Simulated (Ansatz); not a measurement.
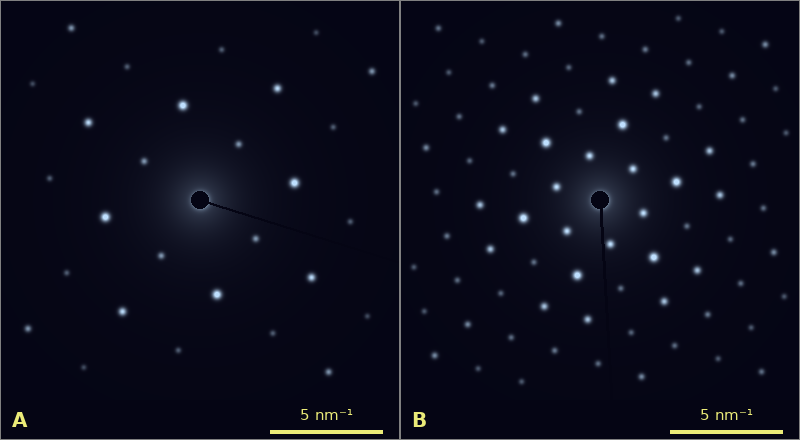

Kinematic electron diffraction patterns (200 kV, B = 0.5 Å², same scale, each along a low-index zone) of two structures of composition NaP2, each relaxed at zero pressure with Ansatz, DFT PBE, scalar-relativistic, plane waves, PAW.

The structures (standard cells):
1. P3_121 (No. 152), a = 5.654 Å, c = 7.824 Å (hexagonal axes), 9 atoms; generated start, possibly hypothetical
2. P4/nmm (No. 129), a = 4.627 Å, c = 5.748 Å, 6 atoms; generated start, possibly hypothetical

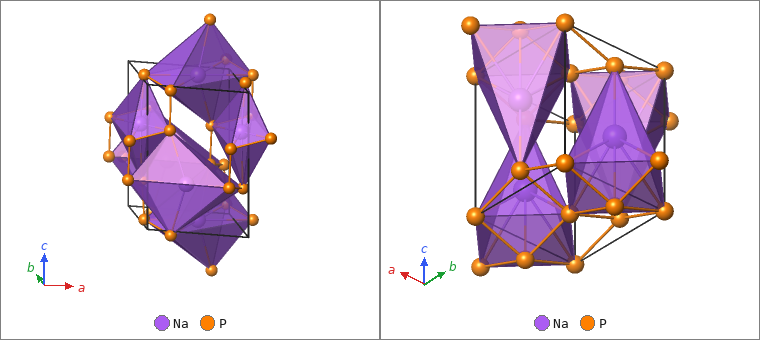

Drawings of the structures 1 to 2, from left to right (each may span several cells).

Which pattern belongs to which structure, and along which zone?

A is structure 2 along [001]: square net of 1 -1 0 at d = 3.27 Å and 1 1 0 at d = 3.27 Å, 90.0° apart (some points of this net are extinct or too weak to see). B is structure 1 along [001]: hexagonal net of 1 0 0 at d = 4.90 Å and 0 1 0 at d = 4.90 Å, 60.0° apart.

Rank the structures by their computed energy.

Structure 1 (P3_121, 24.07 Å³ an atom) is the lowest of these; structure 2 (P4/nmm, 20.51 Å³ an atom) lies about 110 meV an atom higher. These are static energies at 0 K; other structures, not shown, may lie lower still.
